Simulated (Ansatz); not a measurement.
# C2H5FO2Si: what the fields show

```xyz
11

C     0.5459   -0.9781   -1.3246
C    -0.2095   -0.0995   -0.3894
F    -1.5298   -0.0270   -0.7835
O     0.3306    1.2382   -0.2562
Si    0.1609    0.5726    1.2546
O    -0.9739    1.1391    2.2665
H     0.5103   -0.5516   -2.3316
H     1.5879   -1.0593   -1.0148
H     0.1039   -1.9751   -1.3450
H     1.3783    0.3551    2.0501
H    -1.8392    1.3285    1.8945
```

Geometry: PBE0-D4/def2-TZVP.

The calculation used RKS PBE0-D4/def2-TZVPP (Ansatz).

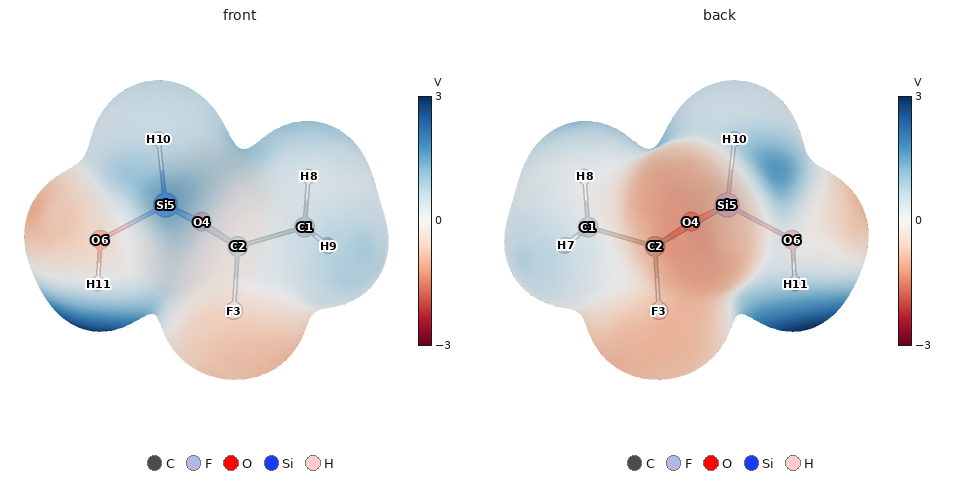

Figure 1. The molecular electrostatic potential painted on the density surface at 0.002 e/bohr³, seen from the front and from behind; red is negative and blue positive.

**Describe the electrostatic potential map.**

The most negative region (about −1.4 V, or −32 kcal/mol for a unit charge) lies over O4, the most positive (about +2.9 V, or +67 kcal/mol for a unit charge) over H11. O4 is the likeliest acceptor of a hydrogen bond.

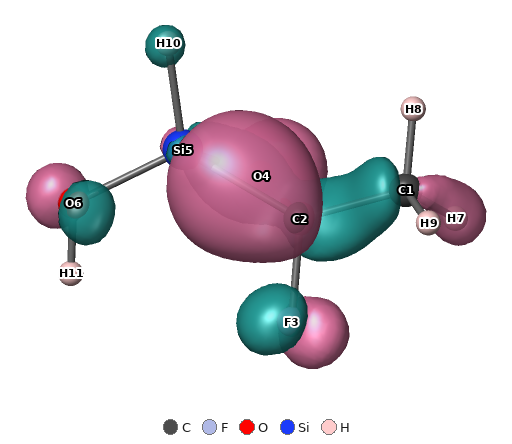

Figure 2. The HOMO at ±0.15 Å⁻³ᐟ² (teal and pink are the two phases), seen across its widest extent.

**Where does this orbital lie, and at what energy?**

It lies mainly on C2 (about 30 %), O4 (about 25 %), Si5 (about 20 %) and F3 (about 10 %). Its energy is −7.35 eV.

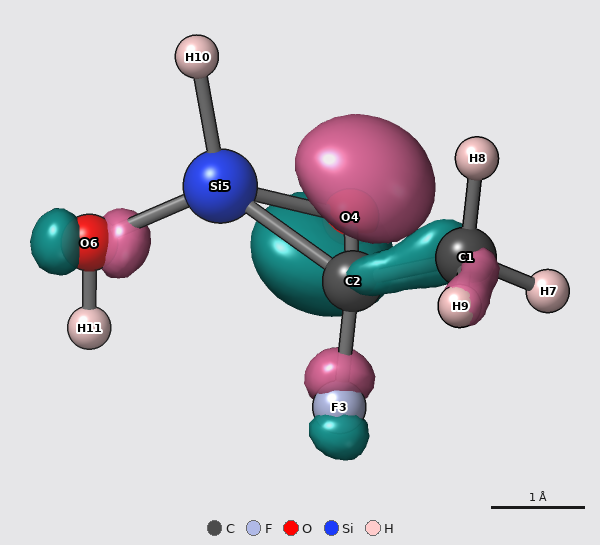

Figure 3. The HOMO−1 at ±0.2 Å⁻³ᐟ² (teal and pink are the two phases), seen at a tilt.

**Where does this orbital lie, and at what energy?**

By Hirshfeld shares it lies mainly on O4 (about 60 %), C2 (about 5 %) and O6 (about 5 %). Its energy is −9.18 eV.
